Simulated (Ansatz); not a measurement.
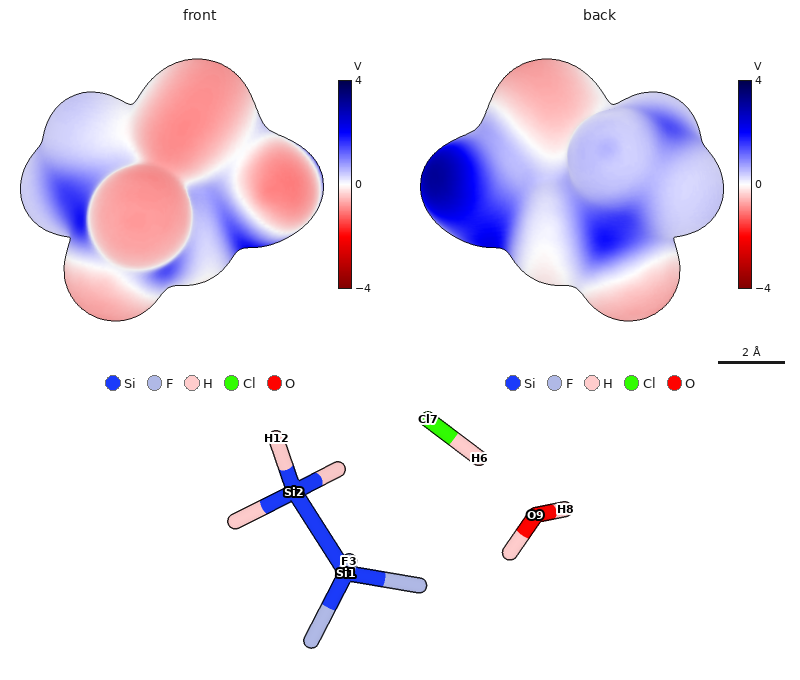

Figure 1: F3H3Si2···HCl···H2O. The molecular electrostatic potential painted on the density surface at 0.002 e/bohr³, seen from the front and from behind; the colour scale runs from red (negative) to blue (positive). The bare structure is drawn below in the same view.

The reactant side of a reaction path; geometry: PBE0-D4/def2-TZVP.

Theory: RKS PBE0-D4/def2-TZVPP (Ansatz).

```yaml
atoms:
  - { symbol: Si, position_ang: [-1.1654, 0.5929, -0.7747] }
  - { symbol: Si, position_ang: [0.2683, -0.6685, -2.1157] }
  - { symbol: F, position_ang: [-0.7445, 2.1033, -0.5933] }
  - { symbol: F, position_ang: [-2.6340, 0.6054, -1.3684] }
  - { symbol: F, position_ang: [-1.3367, 0.0000, 0.7010] }
  - { symbol: H, position_ang: [1.4586, 0.2814, 1.7270] }
  - { symbol: Cl, position_ang: [2.1636, 0.4035, 0.6115] }
  - { symbol: H, position_ang: [0.4656, -0.6952, 3.5039] }
  - { symbol: O, position_ang: [0.3793, 0.1154, 2.9955] }
  - { symbol: H, position_ang: [0.6862, -1.8810, -1.3740] }
  - { symbol: H, position_ang: [-0.5115, -1.0642, -3.3180] }
  - { symbol: H, position_ang: [1.4302, 0.1555, -2.5182] }
  - { symbol: H, position_ang: [-0.4597, 0.0516, 2.5235] }
```

Where is the surface potential most negative and most positive?

The most negative region (about −1.0 V) lies over O9, the most positive (about +3.0 V) over H8.
